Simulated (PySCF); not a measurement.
# Frequency calculation of GeH

- system: GeH, multiplicity 2
- method: UKS-based PBE0, Ge def2-SVP, H def2-SVP; non-relativistic Hamiltonian; density fitting (PySCF 2.14.0)

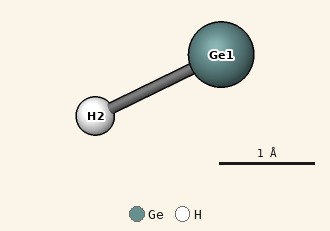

The input geometry (ball-and-stick view, seen at an oblique angle; atoms are numbered from 1 in the order of the input). Sticks mark near contacts.

## Input
```python
from pyscf import gto, scf, dft
mol = gto.M(atom='''
Ge     0.000000    -0.000000    -0.021202
H      0.000000    -0.000000     1.583387''',
    basis={'Ge': 'def2-SVP', 'H': 'def2-SVP'},
    charge=0, spin=1)
mf = dft.UKS(mol, xc='PBE0')
mf.grids.atom_grid = (75, 302)
aux = {'Ge': 'def2-universal-JKFIT', 'H': 'def2-universal-JKFIT'}
mf = mf.density_fit(auxbasis=aux)
mf.conv_tol = 1e-09
mf.diis_space = 10
mf.max_cycle = 60
mf.verbose = 4
mf.kernel()
```

The script is an equivalent of the set-up of the self-consistent field. The run itself was carried out by a driver, which started from the orbitals of the step before it where there was one and computed the further properties.

Command:
```bash
OMP_NUM_THREADS=1 python axn.py task.json out
```

## The program's output
```
init E= -2077.00040259778
  alpha nocc = 17  HOMO = -0.194113897591073  LUMO = -0.0673054017086421
  beta  nocc = 16  HOMO = -0.272720727417369  LUMO = -0.101906429020293
  HOMO = -0.194113897591  LUMO = -0.10190642902  gap/eV = 2.50909
cycle= 1 E= -2077.00040259778  delta_E= 3.64e-12  |g|= 2.1e-06  |ddm|= 2.36e-06
  alpha nocc = 17  HOMO = -0.1941140969181  LUMO = -0.0673056011591369
  beta  nocc = 16  HOMO = -0.272720917569564  LUMO = -0.10190662948214
  HOMO = -0.194114096918  LUMO = -0.101906629482  gap/eV = 2.50909
Extra cycle  E= -2077.00040259778  delta_E= -5.91e-12  |g|= 2.16e-06  |ddm|= 2.17e-06
converged SCF energy = -2077.00040259778  <S^2> = 0.75359227  2S+1 = 2.0035891
```

## Results in brief

| quantity | value |
| --- | --- |
| outcome | converged |
| total energy | −2077.000403 hartree |
| ⟨S²⟩ | 0.754 |
| zero-point energy | 0.004351 hartree |
| dipole moment | 0.00 D |
| wavenumbers, lowest and highest | 1910 cm⁻¹ |
| hardware | 1 thread of AMD EPYC (Zen 3), 64 GiB of memory available, shared host |
| wall time | 5.6 s |
| peak memory | 0.42 GiB |

## Notes

Checks after the run noted: the SCF density has lower symmetry than the nuclear frame.
